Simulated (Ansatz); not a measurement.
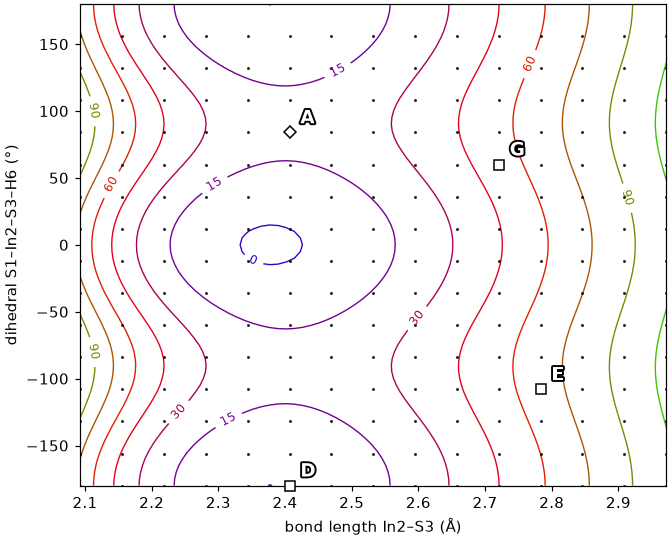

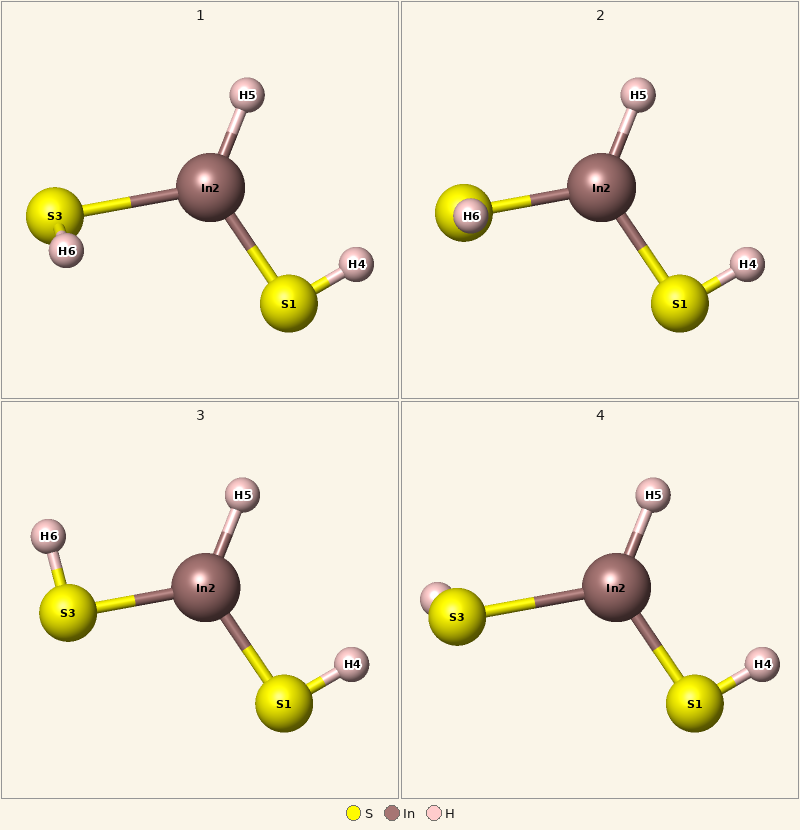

H₃InS₂, SMILES [SH][InH][SH]. The first coordinate is: bond length In2–S3; the second: dihedral S1–In2–S3–H6. Nothing is relaxed (all other coordinates rigid). The scan uses a 15 × 15 grid; 213 points were computed and 12 follow by symmetry. All energies are given in kJ/mol relative to the lowest grid point. The calculation used RKS PBE0-D4/def2-TZVP (Ansatz 0.2.0).

The picture shows contour lines labelled in kJ/mol, dots at the grid points, lettered points. Between grid points the surface is interpolated. The numbered pictures are the structures at these points, in random order.

Question: Which structure belongs to which point?

Answer: A is structure 2: bond length In2–S3 = 2.407 Å, dihedral S1–In2–S3–H6 = 84°, 19 kJ/mol; D is structure 3: bond length In2–S3 = 2.407 Å, dihedral S1–In2–S3–H6 = −180°, 0.45 kJ/mol; E is structure 4: bond length In2–S3 = 2.784 Å, dihedral S1–In2–S3–H6 = −108°, 68 kJ/mol; G is structure 1: bond length In2–S3 = 2.721 Å, dihedral S1–In2–S3–H6 = 60°, 53 kJ/mol.
